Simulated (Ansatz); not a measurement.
```csv
atom,x (Å),y (Å),z (Å)
W,0.3083,0.2477,-0.4069
F,-0.2167,0.0410,3.2412
F,1.9845,0.1184,-1.1892
F,0.1015,1.9575,-1.0794
F,-1.3273,0.4120,0.4091
F,0.3914,-1.5028,0.1602
F,-0.3695,-0.3587,-2.0107
O,1.2167,0.8962,1.0987
H,2.1216,1.1970,1.2539
H,0.3414,0.5194,2.6757
```

Core potentials replace the inner electrons of W.

Computed with RKS PBE0-D4/def2-SVP in Ansatz 0.2.0.

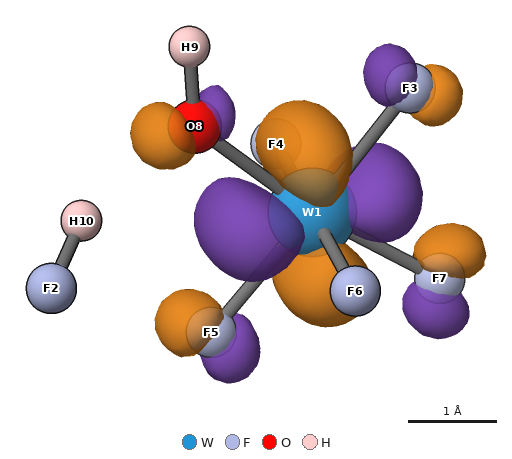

F5HOW···HF. The LUMO at ±0.2 Å⁻³ᐟ² (orange and purple are the two phases), seen at an oblique angle.

Describe this orbital and give its energy.

Its weight (Hirshfeld) is mainly on W1 (about 65 %), F5 (about 10 %), F7 (about 10 %), O8 (about 10 %) and F3 (about 5 %). Its energy is −4.64 eV.
